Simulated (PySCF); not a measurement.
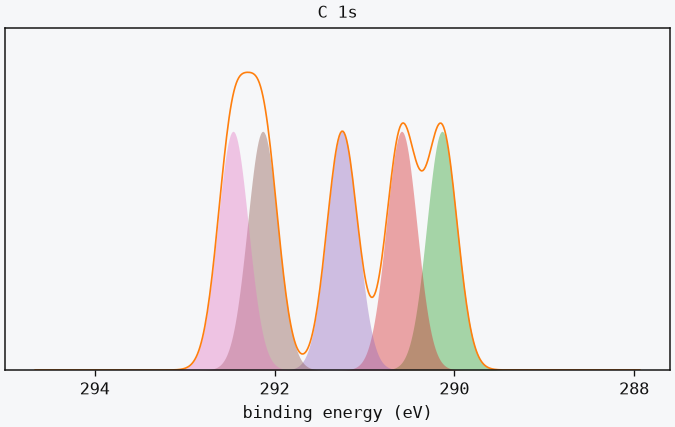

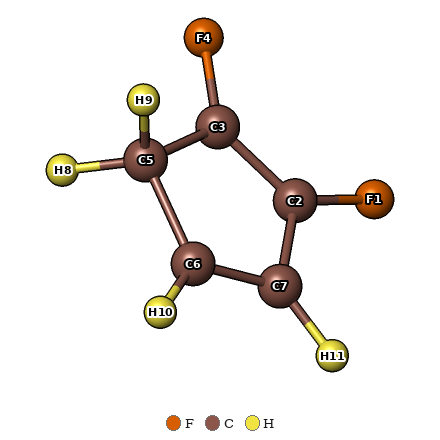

Simulated XPS of C₅H₄F₂, SMILES FC1=C(F)CC=C1. Vertical core-electron binding energies by ΔSCF (PBE0, pcX-2 on the ionised atom, pcseg-1 elsewhere, spin-free X2C; PySCF 2.14.0, at a PBE0-D3(BJ)/def2-SVP geometry (no frequency check)), gas phase, against the vacuum level. One atom of each kind was ionised; within a panel, areas follow the number of like atoms, Gaussians of 0.4 eV full width. Only the regions named are shown. Lines closer than the width merge in the curve.

### Which atoms give which peak?

```csv
level,atoms,binding energy (eV)
C 1s,C2,292.5
C 1s,C3,292.1
C 1s,C5,291.2
C 1s,C7,290.6
C 1s,C6,290.1
```

### How large is the chemical shift across the C 1s region?

2.3 eV, from C6 at 290.1 eV to C2 at 292.5 eV.
